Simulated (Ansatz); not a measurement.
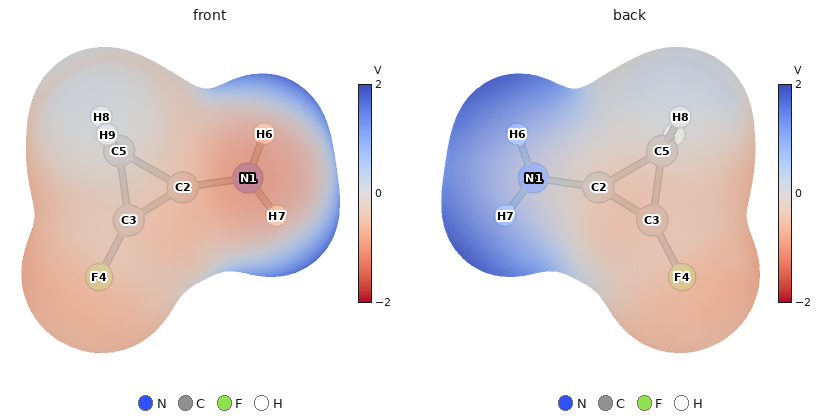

Figure 1: C$_{3}$H$_{4}$FN (SMILES NC1=C(F)C1). The molecular electrostatic potential painted on the density surface at 0.001 e/bohr³, seen from the front and from behind; the colour scale runs from red (negative) to blue (positive).

Computed with RKS LDA/6-31G* (Ansatz 0.2.0).

Input

```
crystal:
  periodic: [false, false, false]
  atoms:
    - { symbol: "N", position_ang: [-0.9771, 0.8934, -0.2853] }
    - { symbol: C, position_ang: [0.094, 0.4859, 0.341] }
    - { symbol: C, position_ang: [1.0949, -0.1962, -0.1768] }
    - { symbol: F, position_ang: [1.2209, -0.478, -1.4808] }
    - { symbol: C, position_ang: [0.3083, -0.8572, 0.8046] }
    - { symbol: H, position_ang: [-1.71792, 1.28112, 0.40215] }
    - { symbol: H, position_ang: [-1.46743, 0.15628, -0.78664] }
    - { symbol: H, position_ang: [-0.3237, -1.6016, 0.4614] }
    - { symbol: H, position_ang: [0.7254, -0.9353, 1.8539] }
basis:
  gaussian: { orbitals: "6-31G*" }
hamiltonian:
  xc: lda
relax:
  f_tol: 0.015
  max_steps: 40
output:
  orbitals: {}
```

Launched as:

```sh
ansatz run input.yaml --threads 1 --pin off --max-ram 2048MiB --backend cpu --events-out ev --progress --plain --runs-dir out
```

The fields are those of the relaxed geometry.

Q: Which sites attract a positive test charge, and which a negative one?

A: A positive charge is drawn to the negative regions and a negative charge to the positive ones. The most negative region (about −1.0 V, or −23 kcal/mol for a unit charge) lies over N1, the most positive (about +1.8 V, or +42 kcal/mol for a unit charge) over H6 and H7. N1 is the likeliest acceptor of a hydrogen bond.
